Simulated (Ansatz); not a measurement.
```yaml
crystal:
  lattice:
    - [3.33993, 0.00000, 0.00000]
    - [-1.66996, 2.89246, 0.00000]
    - [0.00000, 0.00000, 16.49246]
  atoms:
    - { symbol: O, position: [0.00000, 0.00000, 0.00000] }
    - { symbol: O, position: [0.66667, 0.33333, 0.33333] }
    - { symbol: O, position: [0.33333, 0.66667, 0.66667] }
    - { symbol: S, position: [0.33333, 0.66667, 0.16667] }
    - { symbol: S, position: [0.00000, 0.00000, 0.50000] }
    - { symbol: S, position: [0.66667, 0.33333, 0.83333] }
    - { symbol: Mg, position: [0.00000, 0.00000, 0.26166] }
    - { symbol: Mg, position: [0.66667, 0.33333, 0.59499] }
    - { symbol: Mg, position: [0.33333, 0.66667, 0.92833] }
    - { symbol: Mg, position: [0.66667, 0.33333, 0.07167] }
    - { symbol: Mg, position: [0.33333, 0.66667, 0.40501] }
    - { symbol: Mg, position: [0.00000, 0.00000, 0.73834] }
```

Space group R-3m; started from the ordered alloy on rocksalt lattice prototype, which need not be the ambient phase; computed pressure about 3 GPa in this cell.

Method: Ansatz 0.2.0, DFT, PBE, plane waves, PAW.

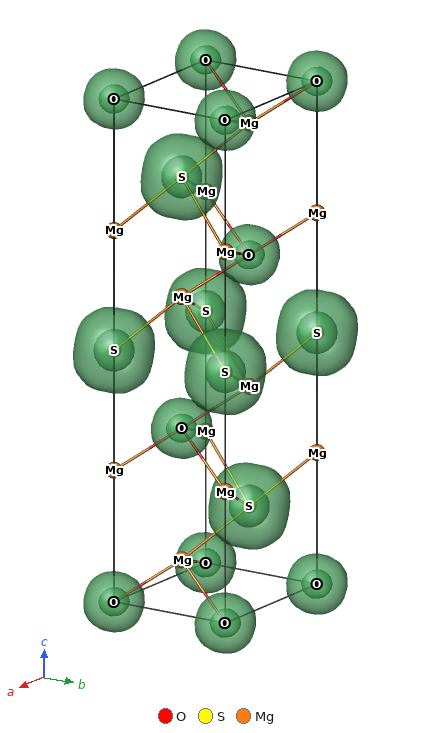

Mg₂SO. Isosurface of the electron localisation function at 0.75 (green), seen at an oblique angle. Only the valence region is drawn (cores and ρ < 0.01 e/Å³ removed). Sticks mark near contacts.

Core electrons are frozen (PAW), and the valence fields are smoothed inside the atomic spheres.

Q: Identify the bonds, lone pairs and shells in this picture.

A: The ELF exceeds this value in three regions wrapped around O (the valence shell of each) and three regions wrapped around S (the valence shell of each), counted in one cell of 12 atoms. Regions shared between cells count once. Profiles from the grid: Mg–O (2.26 Å): the ELF peaks at about 0.85 in the valence shell of O, 0.6 Å from its nucleus, and is about 0.35 at the midpoint (a closed-shell, largely ionic contact). Mg–S (2.48 Å): the ELF peaks at about 0.90 in the valence shell of S, 0.9 Å from its nucleus, and falls to about 0.05 next to Mg: a closed-shell, largely ionic contact.
